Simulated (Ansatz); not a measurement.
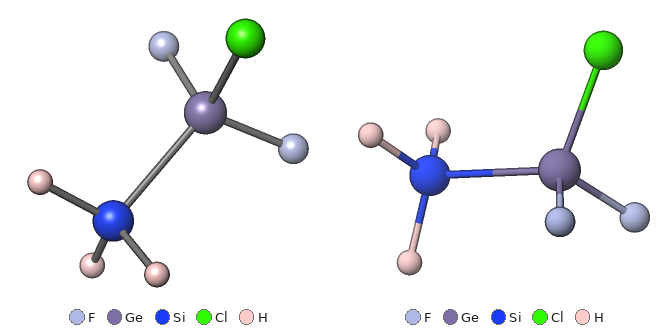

Both panels show the same species.

Computed geometry: PBE0-D4/def2-TZVP optimisation.

What is the molecular formula?

Answer. ClF₂GeH₃Si, 8 atoms: 1 chlorine, 2 fluorine, 1 germanium, 3 hydrogen and 1 silicon.

How many atoms are distinct by symmetry?

Answer. 6: 2 F, 1 Ge, 1 Si, 1 Cl, 2 H, 1 H.

Give a SMILES string for it.

Answer. [F][Ge]([F])([SiH3])[Cl]

Count the bonded pairs by element.

Answer. 3 Si–H, 2 F–Ge, 1 Ge–Si, 1 Cl–Ge.

More results for the same structure follow; atom numbers are the same in all pictures, views and colours differ.

**Shape**

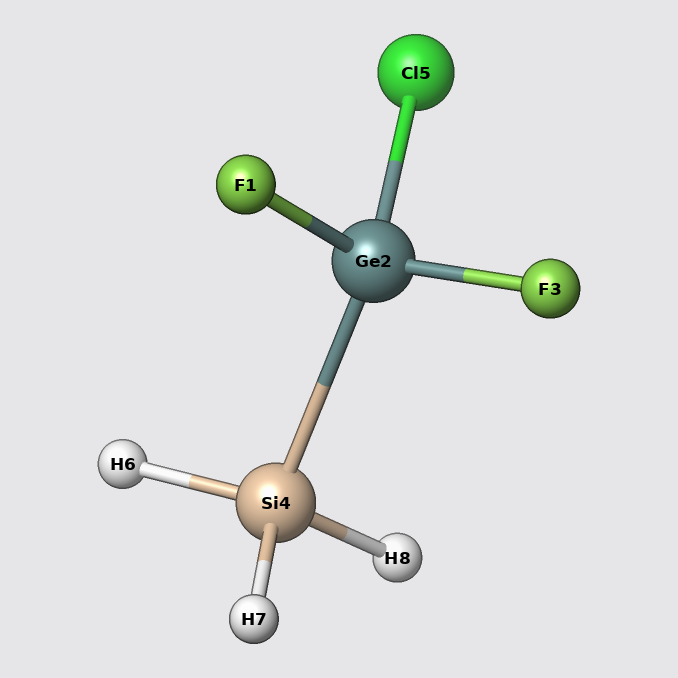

List the bonds and their lengths.

| bond | length (Å) |
| --- | --- |
| F1–Ge2 | 1.724 |
| Ge2–F3 | 1.724 |
| Ge2–Si4 | 2.383 |
| Ge2–Cl5 | 2.129 |
| Si4–H6 | 1.481 |
| Si4–H7 | 1.481 |
| Si4–H8 | 1.481 |

**Vibrations**

Harmonic vibrations computed with RKS PBE0-D4/def2-TZVP (Ansatz 0.2.0) at a stationary point of the same level.

How many vibrational modes are there, and where do they lie?

Answer. 18 modes: 76, 90, 112, 177, 216, 237, 355, 448, 521, 522, 712, 723, 855, 929, 930, 2248, 2272, 2272 cm⁻¹.

**Levels of theory compared**

Program: Ansatz 0.2.0.

Tabulate HOMO–LUMO gap (eV), HOMO energy (eV), dipole (D) at these levels: B3LYP-D4/def2-TZVPP; PBE-D4/def2-TZVPP; r2SCAN-D4/def2-TZVPP; ωB97M-V/def2-TZVPP.

| level | HOMO–LUMO gap (eV) | HOMO energy (eV) | dipole (D) |
| --- | --- | --- | --- |
| B3LYP-D4/def2-TZVPP | 7.68 | −8.97 | 3.69 |
| PBE-D4/def2-TZVPP | 5.95 | −7.90 | 3.46 |
| r2SCAN-D4/def2-TZVPP | 6.61 | −8.25 | 3.58 |
| ωB97M-V/def2-TZVPP | 12.14 | −11.28 | 3.70 |

**Charges**

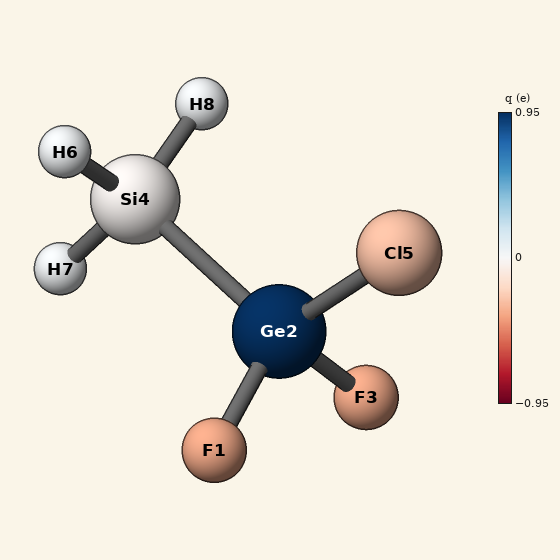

Atoms are coloured by their Mulliken charges. Level of theory: RKS PBE0-D4/def2-TZVP (Ansatz 0.2.0).

Give the Mulliken charges atom by atom.

```json
{"atom": "F1", "value (e)": "−0.35"}
{"atom": "Ge2", "value (e)": "0.94"}
{"atom": "F3", "value (e)": "−0.35"}
{"atom": "Si4", "value (e)": "−0.02"}
{"atom": "Cl5", "value (e)": "−0.28"}
{"atom": "H6", "value (e)": "0.02"}
{"atom": "H7", "value (e)": "0.03"}
{"atom": "H8", "value (e)": "0.02"}
```

**Thermal motion**

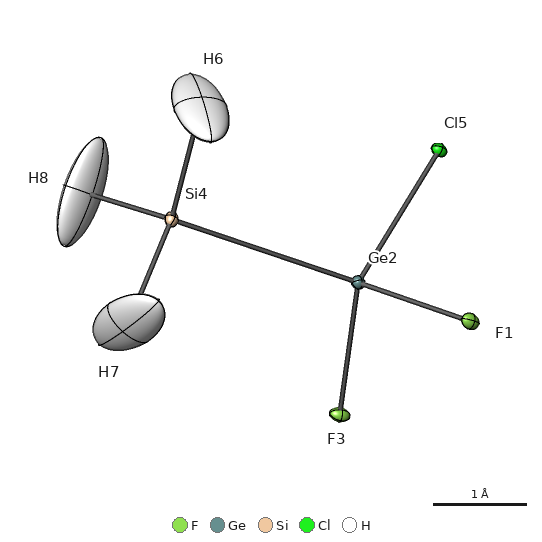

Displacement ellipsoids at the 50 % level, from the internal vibrations of the free molecule (harmonic, no overall translation or rotation; no half-axis is drawn under 0.075 Å). Vibrations computed with RKS PBE0-D4/def2-TZVP (Ansatz 0.2.0). Temperature: 100 K.

Which atom moves most?

Answer. H6, H8, with U_eq = 0.0683 Å².

Does H6 move more along its bond or across it?

Answer. Across it: the root-mean-square amplitude is 0.095 Å along the bond and up to 0.400 Å across, since bending and torsion are softer than stretching.

Give the displacement parameters, one line for each set of equivalent atoms.

```tsv
atom	U_eq (Å²)	rms amplitudes (Å)
F1, F3	0.0034	0.038, 0.056, 0.075
Ge2	0.00070	0.020, 0.029, 0.030
Si4	0.0022	0.038, 0.040, 0.060
Cl5	0.0018	0.032, 0.032, 0.059
H6, H8	0.0683	0.093, 0.190, 0.400
H7	0.0681	0.100, 0.193, 0.396
```

Mulliken values depend strongly on the basis set and can even reverse the polarity of a bond.
